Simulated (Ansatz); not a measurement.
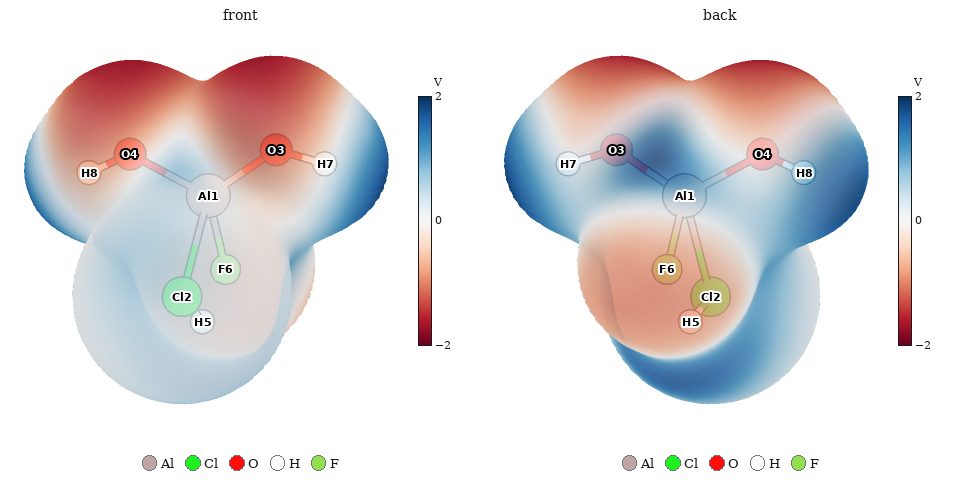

*AlClFH₃O₂. The molecular electrostatic potential painted on the density surface at 0.001 e/bohr³, seen from the front and from behind; the colour scale runs from red (negative) to blue (positive).*

All numbers below come from RKS PBE0/def2-SVP (Ansatz 0.2.0).

Input

```
crystal:
  periodic: [false, false, false]
  atoms:
    - { symbol: Al, position_ang: [-0.511861, 0.505037, -0.083545] }
    - { symbol: Cl, position_ang: [2.158269, -1.77331, 0.22877] }
    - { symbol: O, position_ang: [-0.656958, 0.871268, -1.719136] }
    - { symbol: O, position_ang: [-0.062414, 1.703132, 1.006028] }
    - { symbol: H, position_ang: [0.933927, -2.13123, 0.529679] }
    - { symbol: F, position_ang: [-0.961865, -1.063077, 0.501093] }
    - { symbol: H, position_ang: [-0.981681, 0.293162, -2.409338] }
    - { symbol: H, position_ang: [0.082583, 1.595018, 1.946449] }
basis:
  gaussian: { orbitals: def2-SVP }
hamiltonian:
  xc: pbe0
relax:
  f_tol: 0.03
  max_steps: 50
output:
  orbitals: {}
```

Run with:

```sh
ansatz run input.yaml --threads 2 --pin off --max-ram 3072MiB --backend cpu --events-out ev --progress --plain --runs-dir out
```

The fields are those of the relaxed geometry.

**Where is the surface potential most negative and most positive?**

The most negative region (about −1.7 V) lies over O3 and O4, the most positive (about +1.8 V) over H7 and H8.
